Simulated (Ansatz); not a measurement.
# GeH5N···CH4: what the fields show

Input file:

```
crystal:
  periodic: [false, false, false]
  atoms:
    - { symbol: Ge, position_ang: [-0.7962, 0.89, 0.0033] }
    - { symbol: C, position_ang: [0.3107, -0.7597, 1.1217] }
    - { symbol: H, position_ang: [-1.9561, 0.5525, -0.896] }
    - { symbol: H, position_ang: [-1.5148, 1.2154, 1.3389] }
    - { symbol: H, position_ang: [-0.0889, 2.1874, -0.2845] }
    - { symbol: H, position_ang: [0.6148, -0.6463, -0.2417] }
    - { symbol: "N", position_ang: [0.5574, -0.1095, -1.4669] }
    - { symbol: H, position_ang: [0.7709, -0.1296, 1.8799] }
    - { symbol: H, position_ang: [-0.5628, -1.2275, 1.5698] }
    - { symbol: H, position_ang: [1.0206, -1.5832, 0.9676] }
    - { symbol: H, position_ang: [1.4131, 0.323, -1.7835] }
    - { symbol: H, position_ang: [0.2313, -0.7123, -2.2083] }
magnetization:
  spin_polarized: true
basis:
  gaussian: { orbitals: def2-SVP }
hamiltonian:
  xc: hf
relax:
  f_tol: 0.15
  max_steps: 25
  restrain:
    - { distance: [0, 6], at: 1.91, k: 30.0 }
    - { distance: [5, 1], at: 1.07, k: 30.0 }
    - { distance: [0, 1], at: 3.26, k: 30.0 }
    - { distance: [5, 6], at: 2.32, k: 30.0 }
output:
  orbitals: {}
```

Run with:

```sh
ansatz run input.yaml --threads 2 --pin off --max-ram 3072MiB --backend cpu --events-out ev --progress --plain --runs-dir out
```

The fields are those of the run's last geometry, not of the input's.

Not at a stationary point (largest force 1.0 eV/Å).

These are results of Ansatz 0.2.0, UHF/def2-SVP, not measurements.

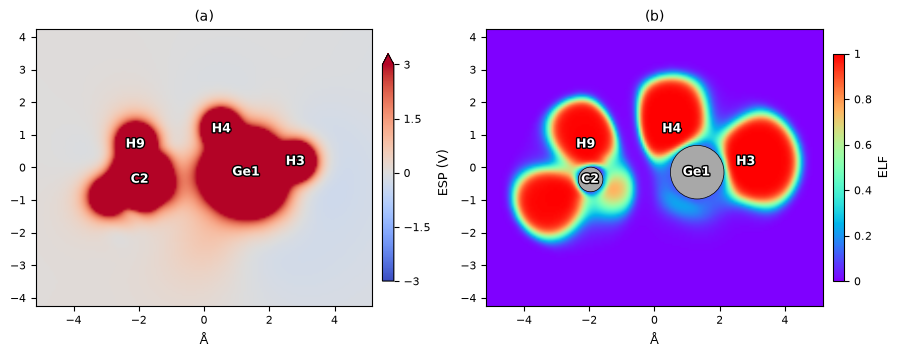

Figure 1. (a) molecular electrostatic potential; (b) electron localisation function on the plane of atoms H3, Ge1 and H4. Grey discs cover the atomic cores in the ELF map.

Q: Describe what can be read from this map.

A:
- The plane passes through Ge, C and H nuclei.
- C–H (1.09 Å): the ELF climbs to about 1 towards the hydrogen, as it does in any bond to H (a covalent bond by its length).
- Ge–H (1.54 Å): the ELF climbs to about 1 towards the hydrogen.
- Outside the dense part of the complex the potential is most negative (−0.3 V) near H3.

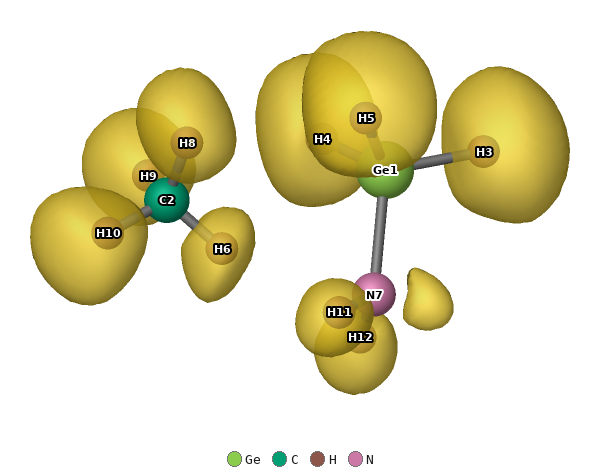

Figure 2. Isosurface of the ELF at 0.9 (yellow), seen at an oblique angle. Only the valence region is drawn (cores and ρ < 0.01 e/Å³ removed).

Q: Describe the localisation domains.

A: The surface consists of nine regions around hydrogen nuclei and one lobe on N, pointing away from the bonds (lone pairs).


Ge1···H6 (2.70 Å): the ELF dips to about 0.05 between them. Ge–N (1.88 Å): the ELF peaks at about 0.90 in the valence shell of N, 0.7 Å from its nucleus, and is about 0.55 at the midpoint.

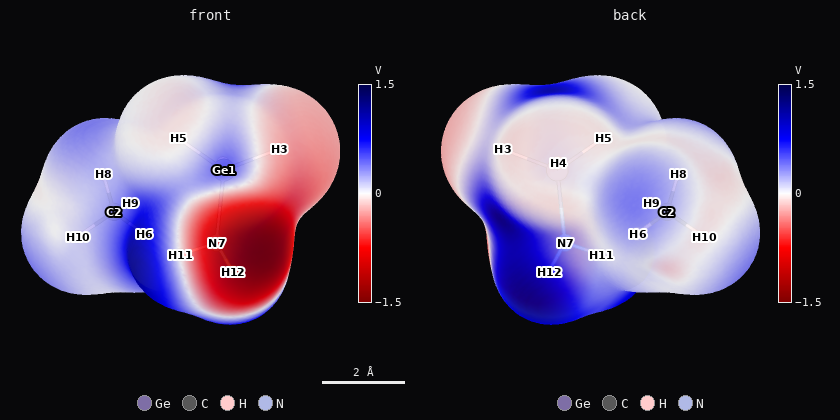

Figure 3. The electrostatic potential painted on the density surface at 0.001 e/bohr³, seen from the front and from behind; the colour scale runs from red (negative) to blue (positive).

Q: Where is the surface potential most negative and most positive?

A: The most negative region (about −1.4 V) lies over N7, the most positive (about +1.2 V) over Ge1, H11 and H12. N7 is the likeliest acceptor of a hydrogen bond.
